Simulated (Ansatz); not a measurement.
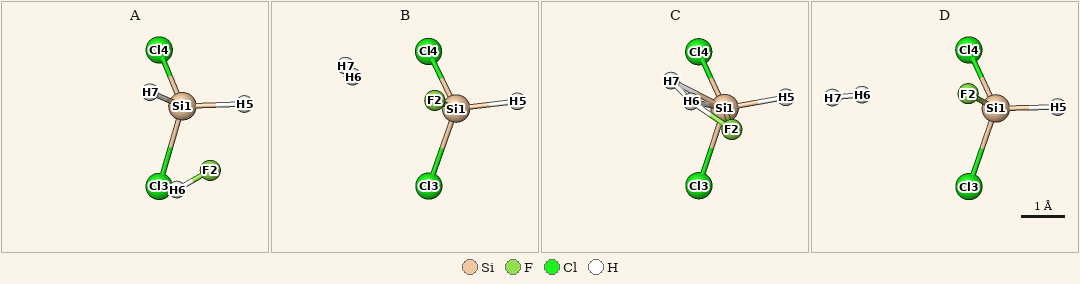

4 geometries from a converged minimum-energy path of SiH$_{3}$Cl$_{2}$F, made up of SiHCl2F and H2, shuffled. The picture is a ball-and-stick view, seen at a tilt.

Computed with Ansatz, RKS PBE0-D4/def2-SVP. Settings: 7 movable images; climbing image; force threshold 0.05 eV/Å; iteration limit 60; starting path through a guess of the saddle point.

Which of them lies highest in energy?

C. In order along the path, whose images run from 0 to 8: D (image 0, 0.00 eV), B (image 2, +0.25 eV), C (image 4, +2.29 eV), A (image 7, +1.01 eV). Breaking: H6–H7 (0.76 → 0.99 at the top → 2.99 Å), Si1–F2 (1.61 → 1.90 at the top → 2.93 Å). Forming: F2–H6 (2.52 → 1.20 at the top → 0.93 Å), Si1–H7 (4.03 → 1.68 at the top → 1.48 Å).

Limits of the set-up: the start holds two separate molecules, 2.5 Å apart at their closest, whose relative position is a soft coordinate.
